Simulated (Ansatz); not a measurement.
Consider BeTe in the zinc blende structure (space group F-43m, No. 216; a = 5.554 Å).

The change: the cell is scaled by 0.9950 in all directions, atoms relaxed at fixed cell.

Calculations: plane-wave PAW DFT at the LDA level (Ansatz, a quantum-chemistry and plane-wave program, 420 eV), no spin-orbit coupling.

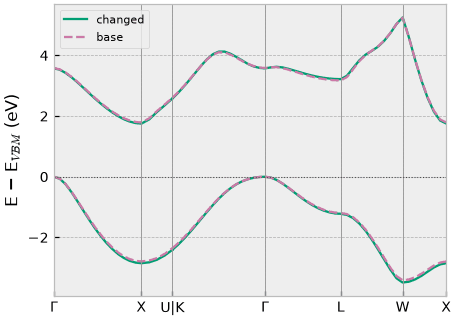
*Highest valence and lowest conduction band along the path, each from its own valence-band maximum*

Read the changed gap and its character from the plot.

About 1.8 eV, indirect, Γ → X.

With Te present, leaving out spin-orbit coupling can change the band edges. The cells carry an imposed strain or load. No phonon test of stability was made.
